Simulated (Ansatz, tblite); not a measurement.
# The cluster Ga₂Te₃: which spin state is lowest, part 2 of 2

Aim: set other spin states of the cluster Ga₂Te₃ against its singlet, on many levels of theory.

Ansatz 0.2.0, Gaussian basis; as each input shows.

## (15) Quintet, first pass, PBE-D4/def2-SVP

Input file in.yaml:

```yaml
crystal:
  periodic: [false, false, false]
  atoms:
    - {symbol: Ga, position_ang: [-0.293857, -0.673463, -1.259870]}
    - {symbol: Ga, position_ang: [0.108422, 1.829793, 0.634105]}
    - {symbol: Te, position_ang: [-2.123547, 0.457628, 0.414263]}
    - {symbol: Te, position_ang: [0.262573, -2.182517, 0.828595]}
    - {symbol: Te, position_ang: [2.046410, 0.568547, -0.617094]}
basis:
  gaussian: {orbitals: def2-SVP, initial_orbitals: start.molden}
magnetization: {spin_polarized: true, initial_magnetization: 4}
hamiltonian: {xc: pbe, dispersion: d4}
output: {orbitals: {seedname: orbitals}}
```

Command:

```bash
> ansatz run in.yaml --threads 4 --pin off --events-out ev --progress --plain --max-ram 4787MiB
```

The log of the run:

```text
Functional definition: PBE
  name "PBE"
  cite "Perdew, Burke & Ernzerhof, Phys. Rev. Lett. 77, 3865 (1996) doi:10.1103/PhysRevLett.77.3865"
  parent pbe
  parameter kappa = 0.804
  parameter beta = 0.06672455060314922
  exchange = pbe_x(kappa = kappa, mu = beta*pi^2/3)
  correlation = pbe_c(beta = beta)
1670 factors; their error is unknown
mean field evaluation 1: about -126608.7975 eV, gradient 4.8e0 eV
mean field evaluation 2: about -126608.8984 eV, gradient 1.5e-1 eV
mean field evaluation 4: about -126608.8557 eV, gradient 4.1e-3 eV
mean field evaluation 8: about -126607.4054 eV, gradient 2.4e1 eV
mean field evaluation 16: about -126608.8990 eV, gradient 7.4e-2 eV
mean field evaluation 32: about -126606.2483 eV, gradient 7.0e0 eV
mean field -126608.85567535 eV, -4652.7896275043 hartree, gradient 1.4e-5 eV, S^2 6.007377; 5 other end points of the search recorded, 0 dependent functions left out
reference -126608.85571008 eV, -4652.7896287806 hartree; 69, 65 occupied and 73, 77 virtual orbitals, 1670 factors
Total energy: -126609.28820307 eV, -4652.8055226049 hartree
```

It took 6.5 s on 4 threads of AMD EPYC 7B13, shared host.

Report: HOMO -4.76 eV, LUMO -4.49 eV (over both spins); ⟨S²⟩ 6.007 (pure: 6.00).

## (16) Quintet, GFN1-xTB

Tight binding, by tblite at 300 K electronic temperature and without a spin-polarisation term:

```python
tblite.interface.Calculator('GFN1-xTB', numbers, positions, charge=0, uhf=4).singlepoint()
```

Energy -381.5421 eV; 0.007 s.

## (17) Quintet, GFN2-xTB

Tight binding, by tblite at 300 K electronic temperature and without a spin-polarisation term:

```python
tblite.interface.Calculator('GFN2-xTB', numbers, positions, charge=0, uhf=4).singlepoint()
```

Energy -317.2669 eV; 0.013 s.

## (18) Quintet, PBE0-D4/def2-TZVP

Changes to in.yaml since step 15:

```diff
@@ -9,5 +9,6 @@
 basis:
-  gaussian: {orbitals: def2-SVP, initial_orbitals: start.molden}
+  gaussian: {orbitals: def2-TZVP, initial_orbitals: start.molden}
 magnetization: {spin_polarized: true, initial_magnetization: 4}
-hamiltonian: {xc: pbe, dispersion: d4}
+hamiltonian: {xc: pbe0, dispersion: d4}
+scf: {omitted_lower_state_checks: [starts]}
 output: {orbitals: {seedname: orbitals}}
```

Launched as before.

The log of the run, shortened:

```text
Functional definition: PBE0
  name "PBE0"
  cite "Adamo & Barone, J. Chem. Phys. 110, 6158 (1999) doi:10.1063/1.478522"
  cite "Perdew, Burke & Ernzerhof, Phys. Rev. Lett. 77, 3865 (1996) doi:10.1103/PhysRevLett.77.3865"
  parent pbe
[...]
2078 factors; integrals over basis functions are off by at most 8.4e-4 eV
[...]
mean field -126626.31870405 eV, -4653.4313819722 hartree, gradient 3.1e-5 eV, S^2 6.024237; 0 other end points of the search recorded, 0 dependent functions left out
reference -126626.31873075 eV, -4653.4313829536 hartree; 69, 65 occupied and 177, 181 virtual orbitals, 2078 factors
Total energy: -126626.69430490 eV, -4653.4451850491 hartree
Checks for a lower state left out: starts
```

Wall time 13 s (4 threads of AMD EPYC 7B13, shared host); peak memory 1.4 GiB.

From the report: HOMO -5.65 eV, LUMO -3.85 eV (over both spins); ⟨S²⟩ 6.024 (pure: 6.00).

## (19) Quintet, PBE-D4/def2-TZVP

Changes to in.yaml since step 18:

```diff
@@ -11,3 +11,3 @@
 magnetization: {spin_polarized: true, initial_magnetization: 4}
-hamiltonian: {xc: pbe0, dispersion: d4}
+hamiltonian: {xc: pbe, dispersion: d4}
 scf: {omitted_lower_state_checks: [starts]}
```

Launched as before.

The log of the run:

```text
Functional definition: PBE
  name "PBE"
  cite "Perdew, Burke & Ernzerhof, Phys. Rev. Lett. 77, 3865 (1996) doi:10.1103/PhysRevLett.77.3865"
  parent pbe
  parameter kappa = 0.804
  parameter beta = 0.06672455060314922
  exchange = pbe_x(kappa = kappa, mu = beta*pi^2/3)
  correlation = pbe_c(beta = beta)
these checks for a lower state are left out or cut short: starts
1894 factors; their error is unknown
mean field evaluation 1: about -126623.2433 eV, gradient 9.2e0 eV
mean field evaluation 2: about -126623.4523 eV, gradient 3.0e-1 eV
mean field evaluation 4: about -126623.0661 eV, gradient 6.3e-1 eV
mean field evaluation 8: about -126623.0664 eV, gradient 2.5e-5 eV
mean field -126623.06639526 eV, -4653.3118618288 hartree, gradient 2.5e-5 eV, S^2 6.009010; 0 other end points of the search recorded, 0 dependent functions left out
reference -126623.06643079 eV, -4653.3118631345 hartree; 69, 65 occupied and 177, 181 virtual orbitals, 1894 factors
Total energy: -126623.49892378 eV, -4653.3277569588 hartree
Checks for a lower state left out: starts
```

Run time: 6 s. Hardware: 4 threads of AMD EPYC 7B13, shared host.

HOMO -4.78 eV, LUMO -4.50 eV (over both spins); ⟨S²⟩ 6.009 (pure: 6.00).

## (20) Quintet, r2SCAN-D4/def2-TZVP

Changes to in.yaml since step 19:

```diff
@@ -11,3 +11,3 @@
 magnetization: {spin_polarized: true, initial_magnetization: 4}
-hamiltonian: {xc: pbe, dispersion: d4}
+hamiltonian: {xc: r2scan, dispersion: d4}
 scf: {omitted_lower_state_checks: [starts]}
```

Launched as before.

The log of the run:

```text
Functional definition: r2SCAN
  name "r2SCAN"
  cite "Furness, Kaplan, Ning, Perdew & Sun, J. Phys. Chem. Lett. 11, 8208 (2020) doi:10.1021/acs.jpclett.0c02405"
  cite "Furness, Kaplan, Ning, Perdew & Sun, J. Phys. Chem. Lett. 11, 9248 (2020) doi:10.1021/acs.jpclett.0c03077"
  parent r2scan
  parameter k0 = 0.174
  parameter k1 = 0.065
  parameter a1 = 4.9479
  exchange = r2scan_x(k0 = k0, k1 = k1, a1 = a1)
  correlation = r2scan_c
these checks for a lower state are left out or cut short: starts
1894 factors; their error is unknown
mean field evaluation 1: about -126647.6347 eV, gradient 7.0e0 eV
mean field evaluation 2: about -126647.7266 eV, gradient 1.4e-1 eV
mean field evaluation 4: about -126647.3260 eV, gradient 2.5e-3 eV
mean field -126647.32602743 eV, -4654.2033868673 hartree, gradient 5.0e-5 eV, S^2 6.028726; 0 other end points of the search recorded, 0 dependent functions left out
reference -126647.32604450 eV, -4654.2033874947 hartree; 69, 65 occupied and 177, 181 virtual orbitals, 1894 factors
Total energy: -126647.40314994 eV, -4654.2062210672 hartree
Checks for a lower state left out: starts
```

Wall time 13 s (4 threads of AMD EPYC 7B13, shared host).

From the report: HOMO -5.10 eV, LUMO -4.35 eV (over both spins); ⟨S²⟩ 6.029 (pure: 6.00).

## (21) Quintet, r2SCAN0-D4/def2-TZVP

Changes to in.yaml since step 20:

```diff
@@ -11,3 +11,3 @@
 magnetization: {spin_polarized: true, initial_magnetization: 4}
-hamiltonian: {xc: r2scan, dispersion: d4}
+hamiltonian: {xc: {name: r2SCAN0}, dispersion: d4}
 scf: {omitted_lower_state_checks: [starts]}
```

Same command.

The log of the run, shortened:

```text
Functional definition: r2SCAN0
  name "r2SCAN0"
  cite "Bursch, Neugebauer, Ehlert & Grimme, J. Chem. Phys. 156, 134105 (2022) doi:10.1063/5.0086040"
  cite "Furness, Kaplan, Ning, Perdew & Sun, J. Phys. Chem. Lett. 11, 8208 (2020) doi:10.1021/acs.jpclett.0c02405"
  cite "Furness, Kaplan, Ning, Perdew & Sun, J. Phys. Chem. Lett. 11, 9248 (2020) doi:10.1021/acs.jpclett.0c03077"
  parent r2scan
[...]
2078 factors; integrals over basis functions are off by at most 8.4e-4 eV
[...]
mean field -126643.52840776 eV, -4654.0638269187 hartree, gradient 1.4e-5 eV, S^2 6.044409; 0 other end points of the search recorded, 0 dependent functions left out
reference -126643.52842105 eV, -4654.0638274071 hartree; 69, 65 occupied and 177, 181 virtual orbitals, 2078 factors
Total energy: -126643.63575764 eV, -4654.0677719537 hartree
Checks for a lower state left out: starts
```

It took 21 s on 4 threads of AMD EPYC 7B13, shared host; peak memory 1.4 GiB.

From the report: HOMO -5.89 eV, LUMO -3.73 eV (over both spins); ⟨S²⟩ 6.044 (pure: 6.00).

## (22) Quintet, HF/def2-TZVP

Changes to in.yaml since step 21:

```diff
@@ -11,3 +11,3 @@
 magnetization: {spin_polarized: true, initial_magnetization: 4}
-hamiltonian: {xc: {name: r2SCAN0}, dispersion: d4}
+hamiltonian: {xc: hf}
 scf: {omitted_lower_state_checks: [starts]}
```

Launched as before.

The log of the run:

```text
Functional definition: HF
  name "HF"
  cite "Fock, Z. Phys. 61, 126 (1930) doi:10.1007/BF01340294"
  parent pbe
  exchange = exact_x
  correlation = 0
these checks for a lower state are left out or cut short: starts
2078 factors; integrals over basis functions are off by at most 8.4e-4 eV
mean field evaluation 1: about -126466.8043 eV, gradient 2.5e1 eV
mean field evaluation 2: about -126468.3221 eV, gradient 1.8e0 eV
mean field evaluation 4: about -126468.4612 eV, gradient 1.3e-2 eV
mean field evaluation 8: about -126468.4919 eV, gradient 2.0e-5 eV
mean field -126468.49188689 eV, -4647.6313534205 hartree, gradient 2.3e-5 eV, S^2 6.094177; 0 other end points of the search recorded, 0 dependent functions left out
reference -126468.49188689 eV, -4647.6313534205 hartree; 69, 65 occupied and 177, 181 virtual orbitals, 2078 factors
Total energy: -126468.49188689 eV, -4647.6313534205 hartree
Checks for a lower state left out: starts
```

Run time: 15 s. Hardware: 4 threads of AMD EPYC 7B13, shared host; peak memory 1.3 GiB.

Report: HOMO -7.58 eV, LUMO -0.85 eV (over both spins); ⟨S²⟩ 6.094 (pure: 6.00).

## (23) Quintet, MP2/def2-TZVP

Changes to in.yaml since step 22:

```diff
@@ -11,3 +11,3 @@
 magnetization: {spin_polarized: true, initial_magnetization: 4}
-hamiltonian: {xc: hf}
+correlation: {method: mp2}
 scf: {omitted_lower_state_checks: [starts]}
```

Launched as before.

The log of the run:

```text
Functional definition: HF
  name "HF"
  cite "Fock, Z. Phys. 61, 126 (1930) doi:10.1007/BF01340294"
  parent pbe
  exchange = exact_x
  correlation = 0
these checks for a lower state are left out or cut short: starts
2078 factors; integrals over basis functions are off by at most 8.4e-4 eV
mean field evaluation 1: about -126466.8043 eV, gradient 2.5e1 eV
mean field evaluation 2: about -126468.3221 eV, gradient 1.8e0 eV
mean field evaluation 4: about -126468.4612 eV, gradient 1.3e-2 eV
mean field evaluation 8: about -126468.4919 eV, gradient 1.9e-6 eV
mean field -126468.49188689 eV, -4647.6313534205 hartree, gradient 8.5e-6 eV, S^2 6.094176; 0 other end points of the search recorded, 0 dependent functions left out
30 core orbitals not correlated: weight in the atoms' cores, before any rotation towards them, 1.000 or more for the frozen orbitals, at most 0.000 for the correlated occupied ones
reference -126468.49188689 eV, -4647.6313534205 hartree; 39, 35 occupied and 177, 181 virtual orbitals, 2078 factors
second order -48.01765852 eV of doubles, -0.00000000 eV of singles
Total energy: -126516.50954541 eV, -4649.3959698236 hartree
Checks for a lower state left out: starts
```

Run time: 18 s. Hardware: 4 threads of AMD EPYC 7B13, shared host; peak memory 1.3 GiB.

Report: Hartree-Fock HOMO -7.58 eV, LUMO -0.85 eV (over both spins); ⟨S²⟩ 6.094 (pure: 6.00).

## (24) Fields of the quintet

Orbitals, density, ELF and potential are computed afterwards from the orbital file.

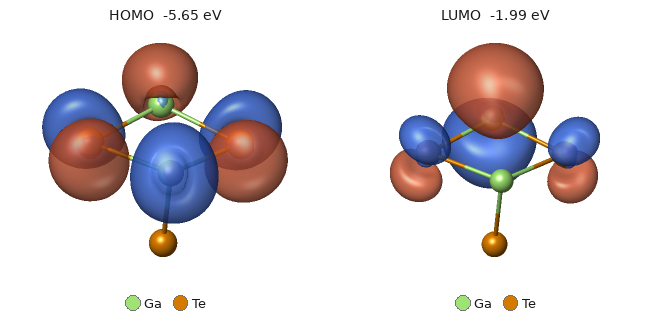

PBE0-D4/def2-TZVP orbitals (alpha spin) near the gap, drawn at the value that encloses 70 % of each; the two colours are the two signs.

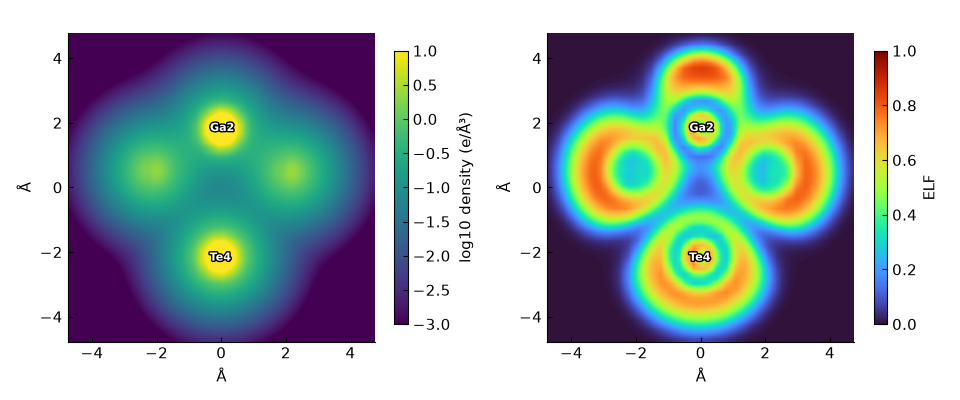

Density (left) and ELF (right) in a plane through or near 2 of the atoms.

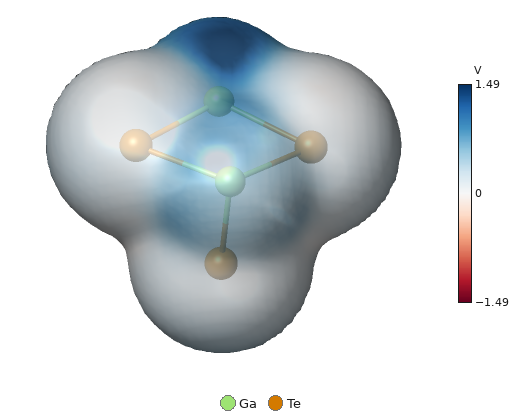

Electrostatic potential on the surface of density 0.002 e/bohr³; red is low, blue high. It runs from -0.21 V near Te5 to 1.49 V near Ga2.

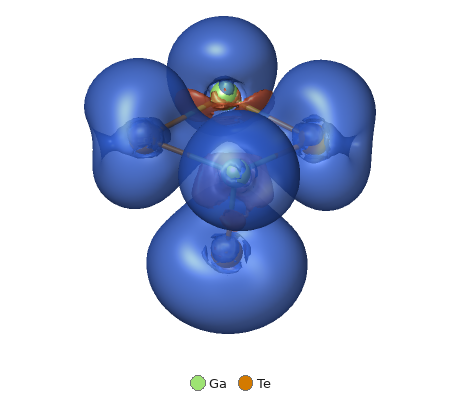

Spin density at ±0.01 e/Å³ (alpha excess blue, beta excess red).

## (25) Quintet less singlet

The singlet's energies are those of its earlier runs, whose logs aren't repeated here.

| level | quintet less singlet (kcal/mol) | time |
| --- | --- | --- |
| GFN1-xTB | +76.4 | 0.013 s |
| GFN2-xTB | +72.4 | 0.026 s |
| HF/def2-TZVP | +19.4 | 24 s |
| PBE-D4/def2-TZVP | +39.9 | 9 s |
| r2SCAN-D4/def2-TZVP | +37.1 | 21 s |
| PBE0-D4/def2-TZVP | +40.0 | 22 s |
| r2SCAN0-D4/def2-TZVP | +36.2 | 31 s |
| MP2/def2-TZVP | +53.3 | 28 s |

Times add the two runs; a level without a time comes out of a correlated run. Tight binding without a spin term can't rank spin states.

## (26) Broken-symmetry singlet at the fixed geometry, first pass, PBE0-D4/def2-SVP

Input file in.yaml:

```yaml
crystal:
  periodic: [false, false, false]
  atoms:
    - {symbol: Ga, position_ang: [-0.591146, -0.732525, -0.008981]}
    - {symbol: Ga, position_ang: [0.075456, 2.233209, 0.036850]}
    - {symbol: Te, position_ang: [-2.377706, 0.934059, 0.028382]}
    - {symbol: Te, position_ang: [0.993079, -2.634637, -0.049092]}
    - {symbol: Te, position_ang: [1.900318, 0.199883, -0.007160]}
basis:
  gaussian: {orbitals: def2-SVP}
magnetization: {spin_polarized: true, initial_magnetization: 0}
hamiltonian: {xc: pbe0, dispersion: d4}
output: {orbitals: {seedname: orbitals}}
```

Same command.

The log of the run:

```text
Functional definition: PBE0
  name "PBE0"
  cite "Adamo & Barone, J. Chem. Phys. 110, 6158 (1999) doi:10.1063/1.478522"
  cite "Perdew, Burke & Ernzerhof, Phys. Rev. Lett. 77, 3865 (1996) doi:10.1103/PhysRevLett.77.3865"
  parent pbe
  parameter a = 0.25
  parameter kappa = 0.804
  parameter beta = 0.06672455060314922
  exchange = (1 - a)*pbe_x(kappa = kappa, mu = beta*pi^2/3) + a*exact_x
  correlation = pbe_c(beta = beta)
1637 factors; integrals over basis functions are off by at most 3.6e-4 eV
mean field evaluation 1: about -126612.9019 eV, gradient 1.7e1 eV
mean field evaluation 2: about -126611.9202 eV, gradient 2.3e1 eV
mean field evaluation 4: about -126613.8141 eV, gradient 1.2e0 eV
mean field evaluation 8: about -126613.8592 eV, gradient 7.7e-2 eV
mean field evaluation 16: about -126613.8592 eV, gradient 3.9e-5 eV
mean field -126613.85921304 eV, -4652.9735041230 hartree, gradient 3.9e-5 eV, S^2 0.000000; 2 other end points of the search recorded, 0 dependent functions left out
reference -126613.85923809 eV, -4652.9735050436 hartree; 67, 67 occupied and 75, 75 virtual orbitals, 1637 factors
Total energy: -126614.20187766 eV, -4652.9860968156 hartree
```

Run time: 7 s. Hardware: 4 threads of AMD EPYC 7B13, shared host; peak memory 0.94 GiB.

HOMO -6.17 eV, LUMO -3.29 eV (over both spins); ⟨S²⟩ 0.000 (pure: 0.00).

## (27) Broken-symmetry singlet at the fixed geometry, PBE0-D4/def2-TZVP

Changes to in.yaml since step 26:

```diff
@@ -9,5 +9,6 @@
 basis:
-  gaussian: {orbitals: def2-SVP}
+  gaussian: {orbitals: def2-TZVP, initial_orbitals: start.molden}
 magnetization: {spin_polarized: true, initial_magnetization: 0}
 hamiltonian: {xc: pbe0, dispersion: d4}
+scf: {omitted_lower_state_checks: [starts]}
 output: {orbitals: {seedname: orbitals}}
```

The command is unchanged.

The log of the run, shortened:

```text
Functional definition: PBE0
  name "PBE0"
  cite "Adamo & Barone, J. Chem. Phys. 110, 6158 (1999) doi:10.1063/1.478522"
  cite "Perdew, Burke & Ernzerhof, Phys. Rev. Lett. 77, 3865 (1996) doi:10.1103/PhysRevLett.77.3865"
  parent pbe
[...]
2083 factors; integrals over basis functions are off by at most 9.0e-4 eV
[...]
mean field -126628.08769062 eV, -4653.4963910296 hartree, gradient 2.8e-5 eV, S^2 0.000000; 0 other end points of the search recorded, 0 dependent functions left out
reference -126628.08771770 eV, -4653.4963920247 hartree; 67, 67 occupied and 179, 179 virtual orbitals, 2083 factors
Total energy: -126628.43035727 eV, -4653.5089837967 hartree
Checks for a lower state left out: starts
```

It took 14 s on 4 threads of AMD EPYC 7B13, shared host; peak memory 1.3 GiB.

From the report: HOMO -6.20 eV, LUMO -3.25 eV (over both spins); ⟨S²⟩ 0.000 (pure: 0.00).

## (28) Broken-symmetry singlet at the fixed geometry, PBE-D4/def2-TZVP

Changes to in.yaml since step 27:

```diff
@@ -11,3 +11,3 @@
 magnetization: {spin_polarized: true, initial_magnetization: 0}
-hamiltonian: {xc: pbe0, dispersion: d4}
+hamiltonian: {xc: pbe, dispersion: d4}
 scf: {omitted_lower_state_checks: [starts]}
```

Launched as before.

The log of the run:

```text
Functional definition: PBE
  name "PBE"
  cite "Perdew, Burke & Ernzerhof, Phys. Rev. Lett. 77, 3865 (1996) doi:10.1103/PhysRevLett.77.3865"
  parent pbe
  parameter kappa = 0.804
  parameter beta = 0.06672455060314922
  exchange = pbe_x(kappa = kappa, mu = beta*pi^2/3)
  correlation = pbe_c(beta = beta)
these checks for a lower state are left out or cut short: starts
1894 factors; their error is unknown
mean field evaluation 1: about -126625.0377 eV, gradient 9.2e0 eV
mean field evaluation 2: about -126625.2302 eV, gradient 2.5e-1 eV
mean field evaluation 4: about -126624.8384 eV, gradient 6.5e-1 eV
mean field evaluation 8: about -126624.8387 eV, gradient 2.7e-5 eV
mean field -126624.83872136 eV, -4653.3769936114 hartree, gradient 2.7e-5 eV, S^2 0.000000; 0 other end points of the search recorded, 0 dependent functions left out
reference -126624.83875714 eV, -4653.3769949267 hartree; 67, 67 occupied and 179, 179 virtual orbitals, 1894 factors
Total energy: -126625.23054010 eV, -4653.3913926848 hartree
Checks for a lower state left out: starts
```

Wall time 6 s (4 threads of AMD EPYC 7B13, shared host).

Report: HOMO -5.24 eV, LUMO -3.78 eV (over both spins); ⟨S²⟩ 0.000 (pure: 0.00).

## (29) Broken-symmetry singlet at the fixed geometry, r2SCAN-D4/def2-TZVP

Changes to in.yaml since step 28:

```diff
@@ -11,3 +11,3 @@
 magnetization: {spin_polarized: true, initial_magnetization: 0}
-hamiltonian: {xc: pbe, dispersion: d4}
+hamiltonian: {xc: r2scan, dispersion: d4}
 scf: {omitted_lower_state_checks: [starts]}
```

Same command.

The log of the run:

```text
Functional definition: r2SCAN
  name "r2SCAN"
  cite "Furness, Kaplan, Ning, Perdew & Sun, J. Phys. Chem. Lett. 11, 8208 (2020) doi:10.1021/acs.jpclett.0c02405"
  cite "Furness, Kaplan, Ning, Perdew & Sun, J. Phys. Chem. Lett. 11, 9248 (2020) doi:10.1021/acs.jpclett.0c03077"
  parent r2scan
  parameter k0 = 0.174
  parameter k1 = 0.065
  parameter a1 = 4.9479
  exchange = r2scan_x(k0 = k0, k1 = k1, a1 = a1)
  correlation = r2scan_c
these checks for a lower state are left out or cut short: starts
1894 factors; their error is unknown
mean field evaluation 1: about -126649.2469 eV, gradient 7.0e0 eV
mean field evaluation 2: about -126649.3410 eV, gradient 1.4e-1 eV
mean field evaluation 4: about -126648.9361 eV, gradient 2.9e-3 eV
mean field -126648.93611894 eV, -4654.2625566388 hartree, gradient 4.9e-5 eV, S^2 0.000000; 0 other end points of the search recorded, 0 dependent functions left out
reference -126648.93613580 eV, -4654.2625572586 hartree; 67, 67 occupied and 179, 179 virtual orbitals, 1894 factors
Total energy: -126649.00989101 eV, -4654.2652677123 hartree
Checks for a lower state left out: starts
```

Run time: 12 s. Hardware: 4 threads of AMD EPYC 7B13, shared host.

From the report: HOMO -5.49 eV, LUMO -3.81 eV (over both spins); ⟨S²⟩ 0.000 (pure: 0.00).

## (30) Broken-symmetry singlet less singlet

The singlet's energies are those of its earlier runs, whose logs aren't repeated here.

| level | broken-symmetry singlet less singlet (kcal/mol) | time |
| --- | --- | --- |
| PBE-D4/def2-TZVP | 0.0 | 9 s |
| r2SCAN-D4/def2-TZVP | 0.0 | 19 s |
| PBE0-D4/def2-TZVP | -0.1 | 22 s |

Times add the two runs; a level without a time comes out of a correlated run.

## (31) What came out

The summary covers parts 1 to 2.

| quantity | value |
| --- | --- |
| triplet less singlet, functionals in def2-TZVP | +2.1 (r2SCAN0-D4) to +13.0 kcal/mol (PBE-D4) |
| quintet less singlet, functionals in def2-TZVP | +36.2 (r2SCAN0-D4) to +40.0 kcal/mol (PBE0-D4) |
| broken-symmetry singlet | falls back to the closed shell |

All functionals put the triplet above the singlet, over a spread of 10.8 kcal/mol. The checks for a lower triplet were left out, so another state of that spin may lie lower. The triplet relaxed to other bonds than the singlet, so that splitting holds a change of structure too. All functionals put the quintet above the singlet, over a spread of 3.8 kcal/mol. The checks for a lower quintet were left out, so another state of that spin may lie lower. Letting the spins differ gains next to nothing: the closed shell holds on the levels tried. These are electronic energies, without zero-point motion, entropy or surroundings.
